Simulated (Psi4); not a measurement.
**doublet BCl2F+: levels of theory compared**

We compute a comparison of 3 runs (U-r2SCAN/6-311+G**, UB3LYP/6-311+G**, UTPSS/6-311+G**) of doublet BCl2F+. 

Program for the calculation: Psi4 1.11.

## Step 1: The structure to begin with

The species is BCl2F+ (4 atoms), meant as a doublet with charge +1. SMILES of the parent species: `FB(Cl)Cl`. Geometry: relaxed at PBE0-D4/def2-TZVP. That shape belongs to the parent species and isn't relaxed for this state.

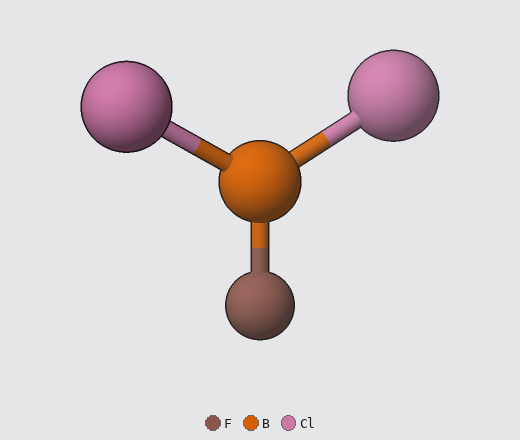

The structure, seen from a chosen angle (fluorine brown, boron orange, chlorine pink).

## Step 2: A single-point energy at U-r2SCAN/6-311+G(d,p) (run 1)

Input file bcl2f.xyz:

```xyz
4
BCl2F
F      0.114370    -1.165320    -0.781190
B      0.007910    -0.080610    -0.054040
Cl    -1.549540     0.373780     0.571420
Cl     1.427260     0.872140     0.263810
```

Input file run.py:

```python
import numpy as np
from ase.calculators.psi4 import Psi4
from ase.io import read

atoms = read('bcl2f.xyz')
calc = Psi4(atoms=atoms, method='r2scan', basis='6-311+G**', memory='2200MB', num_threads=1, charge=1, multiplicity=2, label='calc', reference='uks')
calc.psi4.set_options({'puream': True, 'e_convergence': 1e-09, 'd_convergence': 1e-08, 'scf_type': 'pk', 'dft_radial_points': 99, 'dft_spherical_points': 590, 'maxiter': 100})
atoms.calc = calc

print(f'energy: {atoms.get_potential_energy():.6f} eV')
```

Command:

```console
$ python run.py
```

calc.dat:

```text
[...]
  Running in c1 symmetry.
[...]
  Nuclear repulsion =  181.669072785720459
[...]
  Multiplicity = 2
[...]
  Nalpha       = 24
  Nbeta        = 23
[...]
    Number of basis functions: 104
[...]
   @UKS iter   1: -1044.66947231926406    2.99198e-01   4.36153e-03 ADIIS/DIIS
[...]
   @UKS iter  14: -1044.74411204697162   -1.59162e-12   2.55367e-09 DIIS
[...]
   @S^2 Observed:                7.535790708E-01
[...]
  @UKS Final Energy: -1044.74411204697162
   => Energetics <=
    Nuclear Repulsion Energy =            181.6690727857204593
    One-Electron Energy =               -1791.4662012357766798
    Two-Electron Energy =                 635.6555175755328264
    DFT Exchange-Correlation Energy =     -70.6025011724481857
    Empirical Dispersion Energy =           0.0000000000000000
    VV10 Nonlocal Energy =                  0.0000000000000000
    Total Energy =                      -1044.7441120469716225
[...]
 Multipole Moments:
 ------------------------------------------------------------------------------------
     Multipole            Electronic (a.u.)      Nuclear  (a.u.)        Total (a.u.)
 ------------------------------------------------------------------------------------
 L = 1.  Multiply by 2.5417464519 to convert [e a0] to [Debye]
 Dipole X            :          0.0288577           -0.0786930           -0.0498352
 Dipole Y            :         -0.2940390            0.8018151            0.5077761
 Dipole Z            :         -0.1971208            0.5375133            0.3403925
 Magnitude           :                                                    0.6133410
[...]
```

Standard output:

```text
energy: -28428.935330 eV
```

Wall time 53 s (1 thread of Intel Xeon Platinum 8259CL at 2.50GHz (Skylake/Cascade Lake), shared host); peak memory 1.1 GiB.

## Step 3: Energy and forces at UB3LYP/6-311+G(d,p) (run 2)

bcl2f.xyz is that of step 2.

Input file bcl2f.py:

```python
import psi4

psi4.set_memory('2200 MB')
psi4.set_num_threads(1)
psi4.core.set_output_file('run.log', False)

with open('bcl2f.xyz') as f:
    atoms = ''.join(f.readlines()[2:])
mol = psi4.geometry('1 2\n' + atoms + 'symmetry c1')

psi4.set_options({
    'basis': '6-311+G**',
    'reference': 'uks',
    'puream': True,
    'e_convergence': 1e-09,
    'd_convergence': 1e-08,
    'scf_type': 'pk',
    'dft_radial_points': 99,
    'dft_spherical_points': 590,
    'maxiter': 100,
})

result = psi4.gradient('b3lyp')
print('gradient / Eh bohr^-1')
print(result.np.round(6))
```

Command:

```console
$ python bcl2f.py
```

run.log:

```text
[...]
  Running in c1 symmetry.
[...]
  Nuclear repulsion =  181.669072785720459
[...]
  Multiplicity = 2
[...]
  Nalpha       = 24
  Nbeta        = 23
[...]
    Number of basis functions: 104
[...]
   @UKS iter   1: -1044.82870484491673    2.63045e-01   4.18692e-03 DIIS/ADIIS
[...]
   @UKS iter  14: -1044.88967113151261   -8.86757e-12   7.06934e-09 DIIS
[...]
   @S^2 Observed:                7.540260455E-01
[...]
  @UKS Final Energy: -1044.88967113151261
   => Energetics <=
    Nuclear Repulsion Energy =            181.6690727857204593
    One-Electron Energy =               -1791.4990493212303591
    Two-Electron Energy =                 621.9348772701412145
    DFT Exchange-Correlation Energy =     -56.9945718661439216
    Empirical Dispersion Energy =           0.0000000000000000
    VV10 Nonlocal Energy =                  0.0000000000000000
    Total Energy =                      -1044.8896711315126140
[...]
  -Total Gradient:
     Atom            X                  Y                   Z
    ------   -----------------  -----------------  -----------------
       1        0.001424894188    -0.014513727635    -0.009729243133
       2       -0.003403950753     0.034685819460     0.023251449705
       3        0.001165765519    -0.010054509137    -0.006777994445
       4        0.000812959945    -0.010114207638    -0.006741948599
[...]
```

On the terminal:

```text
gradient / Eh bohr^-1
[[ 0.001425 -0.014514 -0.009729]
 [-0.003404  0.034686  0.023251]
 [ 0.001166 -0.010055 -0.006778]
 [ 0.000813 -0.010114 -0.006742]]
```

Run time: 32 s. Hardware: 1 thread of Intel Xeon Platinum 8259CL at 2.50GHz (Skylake/Cascade Lake), shared host; peak memory 0.94 GiB.

## Step 4: Energy and gradient at UTPSS/6-311+G(d,p) (run 3)

Input file run.py:

```python
import psi4

psi4.set_memory(2200000000)
psi4.set_num_threads(1)
psi4.core.set_output_file('run.log', False)

mol = psi4.geometry("""
1 2
F      0.21612798    -2.20213565    -1.47623515
B      0.01494773    -0.15233082    -0.10212080
Cl    -2.92820622     0.70634183     1.07982730
Cl     2.69713051     1.64810574     0.49852865
units bohr
symmetry c1
""")

options = {'basis': '6-311+G**', 'reference': 'uks', 'puream': True, 'e_convergence': 1e-09, 'd_convergence': 1e-08, 'scf_type': 'pk', 'dft_radial_points': 99, 'dft_spherical_points': 590, 'maxiter': 100}
psi4.set_options(options)

e, wfn = psi4.gradient("tpss", return_wfn=True)
psi4.oeprop(wfn, "QUADRUPOLE", "LOWDIN_CHARGES", "WIBERG_LOWDIN_INDICES")
print('gradient / Eh bohr^-1')
print(e.np.round(6))
print(f'energy = {wfn.energy():.10f} Eh')
```

Command:

```console
$ python run.py
```

run.log:

```text
[...]
  Running in c1 symmetry.
[...]
  Nuclear repulsion =  181.669072837694472
[...]
  Multiplicity = 2
[...]
  Nalpha       = 24
  Nbeta        = 23
[...]
    Number of basis functions: 104
[...]
   @UKS iter   1: -1044.83805220671070    3.19158e-01   4.56149e-03 ADIIS/DIIS
[...]
   @UKS iter  13: -1044.92012100659076   -5.00222e-12   9.41466e-09 DIIS
[...]
   @S^2 Observed:                7.521988895E-01
[...]
  @UKS Final Energy: -1044.92012100659076
   => Energetics <=
    Nuclear Repulsion Energy =            181.6690728376944719
    One-Electron Energy =               -1791.5207005679687882
    Two-Electron Energy =                 635.6976527071878991
    DFT Exchange-Correlation Energy =     -70.7661459835043445
    Empirical Dispersion Energy =           0.0000000000000000
    VV10 Nonlocal Energy =                  0.0000000000000000
    Total Energy =                      -1044.9201210065907617
[...]
  -Total Gradient:
     Atom            X                  Y                   Z
    ------   -----------------  -----------------  -----------------
       1        0.000582037698    -0.005926201404    -0.003972487465
       2       -0.002305434483     0.023493093911     0.015748261320
       3        0.003332422337    -0.008366930898    -0.006141330284
       4       -0.001609522718    -0.009194891044    -0.005631044109
[...]
```

The script printed:

```text
gradient / Eh bohr^-1
[[ 0.000582 -0.005926 -0.003972]
 [-0.002305  0.023493  0.015748]
 [ 0.003332 -0.008367 -0.006141]
 [-0.00161  -0.009195 -0.005631]]
energy = -1044.9201210066 Eh
```

It took 68 s on 1 thread of Intel Xeon Platinum 8259CL at 2.50GHz (Skylake/Cascade Lake), shared host; peak memory 1.1 GiB.

## Step 5: Overview of the runs

```csv
run,level,task,energy (Eh),HOMO energy (eV),LUMO energy (eV),⟨S²⟩,wall time
1,U-r2SCAN/6-311+G**,energy,-1044.744112,-15.85,-15.05,0.754,53 s
2,UB3LYP/6-311+G**,gradient,-1044.889671,-16.52,-14.53,0.754,32 s
3,UTPSS/6-311+G**,gradient,-1044.920121,-15.62,-14.94,0.752,68 s
```

## Step 6: Outcome

| quantity | value |
| --- | --- |
| run 3: total energy | -1044.92012 Eh |
| run 3: HOMO energy (highest over α and β) | -15.62 eV |
| run 3: LUMO energy (lowest over α and β) | -14.94 eV |
| run 3: ⟨S²⟩ | 0.752 |
| run 3: largest force on an atom | 1.459 eV/Å |

Totals of different functionals can't be ranked against each other. All runs together took 2.5 min, the longest 68 s.
